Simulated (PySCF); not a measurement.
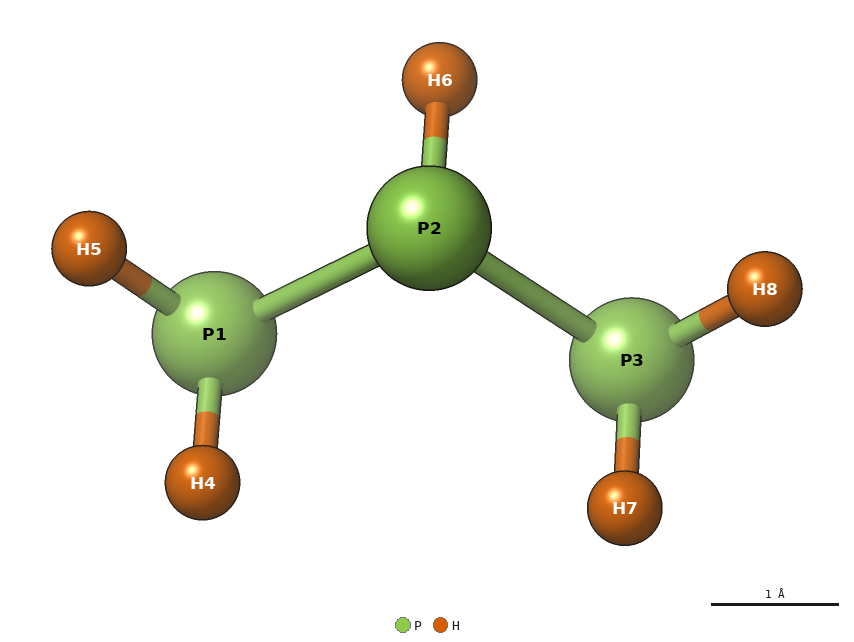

Orthographic view. Distant atoms are faded towards the background colour. The geometry was computed by an optimisation with PBE0-D3(BJ)/def2-SVP. No frequency run is at hand to confirm it as a minimum.

Give the geometry as a Z-matrix, atoms in numerical order, with these reference atoms: 2 to 1; 3 to 2, 1; 4 to 1, 2, 3; 5 to 1, 4, 2; 6 to 2, 3, 1; 7 to 3, 2, 6; 8 to 3, 7, 2.

```
P  
P    1   2.247
P    2   2.246   1    95.0
H    1   1.431   2    93.2   3    87.2
H    1   1.431   4    92.1   2   -93.4
H    2   1.432   3    92.5   1   -92.8
H    3   1.431   2    93.2   6   179.1
H    3   1.431   7    92.1   2    93.4
```
